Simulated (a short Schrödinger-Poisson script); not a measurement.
System: symmetric double-gate stack, Si3N4 on p-type Si(100), at 77 K.

| layer | material | thickness (nm) | Na (cm⁻³) |
|---|---|---|---|
| 1 | Si3N4 | 2.4 | - |
| 2 | Si | 6 | 1e17 |
| 3 | Si3N4 | 2.4 | - |

Constants are typed, rounded textbook-type inputs, not results; the design itself was drawn at random and stands for no fabricated device. Si3N4: permittivity 7.5, conduction-band edge (eV) 1.95, gap (eV) 5.1, electron mass (mₑ) 0.5. Si: permittivity 11.7, conduction-band edge (eV) 0, gap (eV) 1.124, Nv at 300 K (cm⁻³) 3.1e19.

Channel valleys (confinement mass, in-plane density-of-states mass, number): Δ2 0.916, 0.19, 2; Δ4 0.19, 0.417, 4. At the gates, both at one voltage, the conduction-band edge of layer 1 lies 2.28 eV − eVg above the Fermi level of the channel. Gaps are held at their typed values at every temperature. Mesh 0.03 nm at interfaces.

Solved with a short Schrödinger-Poisson script written for these runs: 1D Poisson equation in equilibrium, electrons quantum, Hartree (BenDaniel-Duke, 12 states a valley, the channel's in-plane mass for all, wave functions free to enter the dielectric), parabolic valleys, classical holes, full ionisation, no traps, pinning or gate leakage.

Only gate voltages with over 1e8 electrons/cm² are shown.

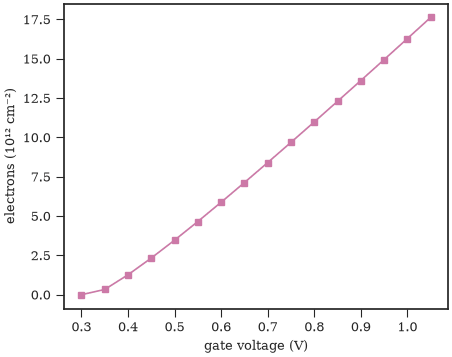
*Sheet density against gate voltage*

| Vg (V) | electrons (cm⁻²) | C (μF/cm²) | Δ2 E0 (meV) | Δ2 E1 (meV) | Δ4 E0 (meV) | Δ4 E1 (meV) |
|---|---|---|---|---|---|---|
| 0.3 | 1.70e9 | 0.0438 | 43.0 | 74.8 | 72.4 | 193.4 |
| 0.35 | 3.35e11 | 2.50 | 7.1 | 37.8 | 36.3 | 156.0 |
| 0.4 | 1.27e12 | 3.27 | -4.3 | 23.9 | 24.5 | 141.1 |
| 0.45 | 2.33e12 | 3.54 | -10.8 | 14.7 | 17.6 | 130.9 |
| 0.5 | 3.47e12 | 3.73 | -15.4 | 7.6 | 12.7 | 122.9 |
| 0.55 | 4.65e12 | 3.87 | -18.8 | 2.0 | 9.3 | 116.5 |
| 0.6 | 5.88e12 | 3.97 | -21.5 | -2.7 | 6.6 | 111.1 |
| 0.65 | 7.13e12 | 4.04 | -23.9 | -6.8 | 4.5 | 106.3 |
| 0.7 | 8.40e12 | 4.10 | -26.0 | -10.6 | 2.6 | 102.0 |
| 0.75 | 9.69e12 | 4.14 | -28.0 | -14.1 | 1.0 | 98.1 |
| 0.8 | 1.10e13 | 4.18 | -30.0 | -17.4 | -0.5 | 94.3 |
| 0.85 | 1.23e13 | 4.22 | -32.0 | -20.6 | -1.8 | 90.8 |
| 0.9 | 1.36e13 | 4.25 | -33.9 | -23.7 | -3.1 | 87.4 |
| 0.95 | 1.49e13 | 4.28 | -36.0 | -26.8 | -4.3 | 84.2 |
| 1 | 1.63e13 | 4.30 | -38.0 | -29.7 | -5.5 | 81.1 |
| 1.05 | 1.76e13 | 4.33 | -40.0 | -32.6 | -6.7 | 78.1 |

Subbands count from the Fermi level. The capacitance is that of both gates.
